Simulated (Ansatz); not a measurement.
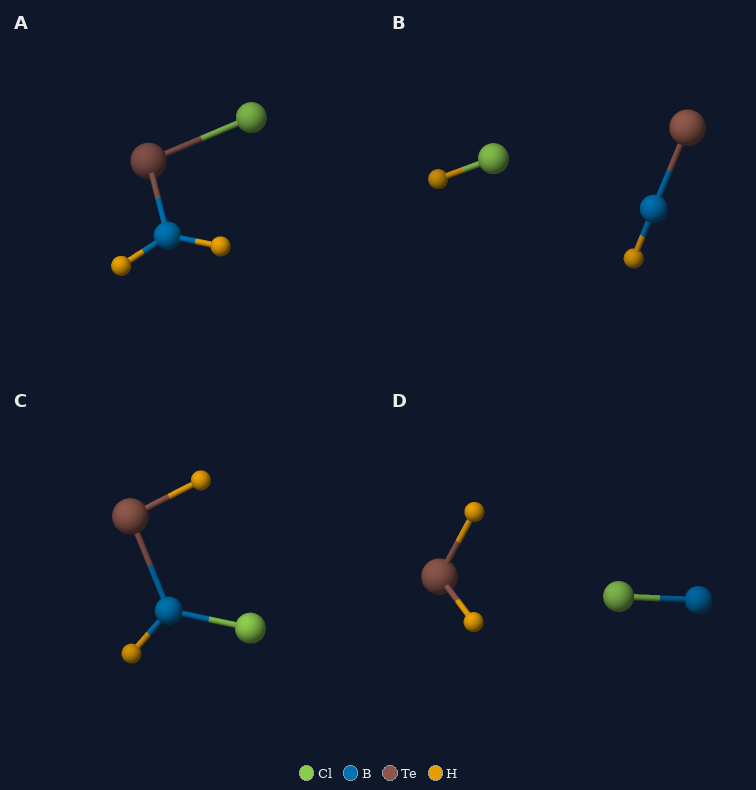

4 stationary structures of one formula. Geometries: PBE0-D4/def2-TZVP. Electronic energies: RHF-CCSD(T) (frozen core)/def2-TZVPP (Ansatz 0.2.0), without zero-point energy. No frequency run is at hand to confirm each as a minimum.

> Rank them by energy, lowest first.

C is lowest (Cs); A lies 0.902 eV above it (Cs), B lies 1.385 eV above it (Cs), D lies 3.213 eV above it.
